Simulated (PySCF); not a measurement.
Si(Me)(OH)(SeH)2, SMILES O[Si]([SeH])(C)[SeH] (CH6OSe2Si) at its CAM-B3LYP/def2-SVP optimised geometry (Å):

```
11

C      0.9221    -1.2132    -0.4737
Si     0.3741     0.4952     0.0000
O      1.0459     0.8047     1.4828
Se    -1.9193     0.4952     0.0000
Se     1.1569     2.1464    -1.3882
H      0.6065    -1.4621    -1.4969
H      0.5021    -1.9601     0.2173
H      2.0193    -1.2728    -0.4226
H      0.7936     1.6145     1.9397
H     -2.0193     1.9601     0.0000
H      0.1335     1.9108    -2.4141
```

Computed with CAM-B3LYP/def2-TZVP in PySCF. Cells within 0.4 Å of a nucleus heavier than hydrogen are left out (blank, or x).

Map of the electrostatic potential (hartree/e), clipped to [-0.08, 0.12] on the plane z = 0.0 Å:

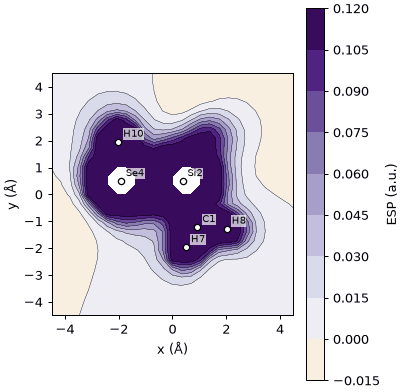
*Electrostatic potential (hartree/e), clipped to [-0.08, 0.12] on the plane z = 0.0 Å.*
